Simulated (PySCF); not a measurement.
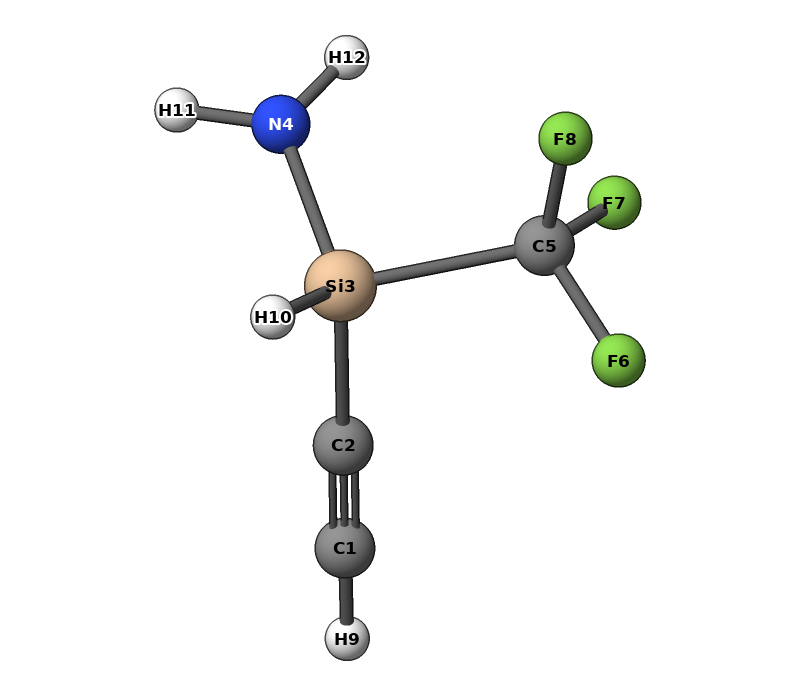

The questions are on isotropic NMR shieldings of the C atoms. The computed structure is the end point of a GFN2-xTB optimisation. No frequency run is at hand to confirm it as a minimum. Method: GIAO PBE0/pcSseg-1 NMR shielding, non-relativistic, gas phase (PySCF 2.14.0).

Give the isotropic NMR shieldings of the C atoms atom by atom.

```
atom  σ (ppm)
  C1     83.8
  C2     99.3
  C5     48.7
```

The geometry is semi-empirical. Around Si such bond lengths and angles can be off by a tenth of an ångström or more and by several degrees, and values that hang on the shape move with them.
